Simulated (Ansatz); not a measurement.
# LaRu2: a short molecular-dynamics run

Aim: set LaRu2 (a randomly packed cell, 6 atoms, not relaxed) in motion for 40 steps of 1 fs at constant energy, with velocities drawn for 600 K, and see how temperature, energy and positions respond.

All numbers below are computed with Ansatz 0.2.0 (DFT PBE, plane waves, PAW, scalar-relativistic, no spin polarisation).

## 1. The system as given

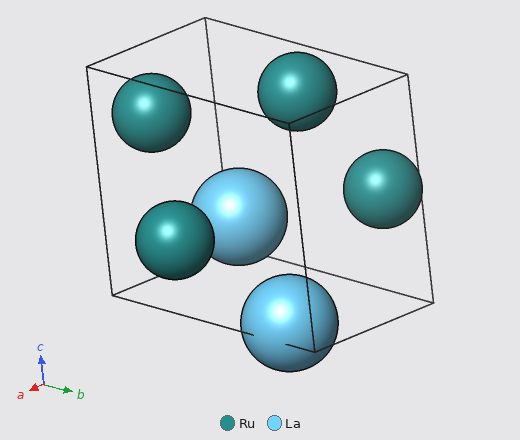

The starting structure, seen slightly off an axis (ruthenium teal, lanthanum blue). Each atom of the cell is drawn once.

Coordinates:

```xyz
6
Lattice="6.0000 0.1002 -0.2839 -0.0386 4.3836 -0.6261 1.5344 -0.1930 4.7089" Properties=species:S:1:pos:R:3 pbc="T T T"
Ru    1.2002    3.6631    1.6528
Ru    3.2013    2.5643    3.6952
Ru    4.4742    0.0249    3.1243
Ru    6.2619    1.4559    0.9549
La    3.1157    1.4419    1.0625
La    4.9580    3.4520   -0.6102
```

## 2. Dynamics

input.yaml

```yaml
crystal:
  lattice:
    - [5.999995, 0.100187, -0.283933]
    - [-0.038585, 4.383623, -0.626053]
    - [1.534421, -0.192973, 4.708892]
  atoms:
    - { symbol: Ru, position: [0.085391, 0.854354, 0.469738] }
    - { symbol: Ru, position: [0.311068, 0.616852, 0.885493] }
    - { symbol: Ru, position: [0.566635, 0.023585, 0.700782] }
    - { symbol: Ru, position: [0.967952, 0.323393, 0.304139] }
    - { symbol: La, position: [0.445562, 0.331808, 0.296612] }
    - { symbol: La, position: [0.825531, 0.76961, 0.022514] }
kpoints:
  mp_grid: { grid: [3, 3, 3] }
magnetization:
  spin_polarized: false
scf:
  occupations: { method: fermi_dirac, width: 0.05 }
hamiltonian:
  pseudopotentials: { kind: paw }
  xc: pbe
basis:
  ecutwfc: 420
md:
  timestep: 1.0
  n_steps: 40
  ensemble: nve
  temperature: 600.0
  initial_velocities: maxwell_boltzmann
  seed: 14773
```

The run is started by

```
$ ansatz run input.yaml --threads 2 --pin off --max-ram 2560MiB --backend cpu --events-out ev --progress --plain --runs-dir out
```

Before running it: what results should come out? Wanted: temperature, first and last step; temperature, second half; potential energy, second half; largest change of the total energy; mean square displacement, second half.

**Answer**, as computed:

| quantity | value |
| --- | --- |
| length | 40 steps of 1 fs |
| temperature, first and last step | 600 and 871 K |
| temperature, second half | mean 813 K, from 762 to 871 K |
| potential energy, second half | -23 meV/atom from the start |
| largest change of the total energy | 0.00 meV/atom |
| mean square displacement, second half | Ru 0.013, La 0.011 Å² |

**Reading.** The temperature starts at 600 K and averages 813 K in the second half, where it still rises, from 762 to 871 K; the start was no minimum (force components up to 1.3 eV/Å), and the potential energy that it sheds (23 meV/atom) turns into motion. The total energy strays from its start by at most 0.00 meV/atom, under 0.1 % of the mean kinetic energy, which is good for a step of 1 fs. Over the second half Ru atoms stand 0.1 Å (root mean square) from where they began, and the farthest move is 0.2 Å. Averages from a run of 40 fs with 6 atoms are rough. The k-mesh is coarse for this cell.
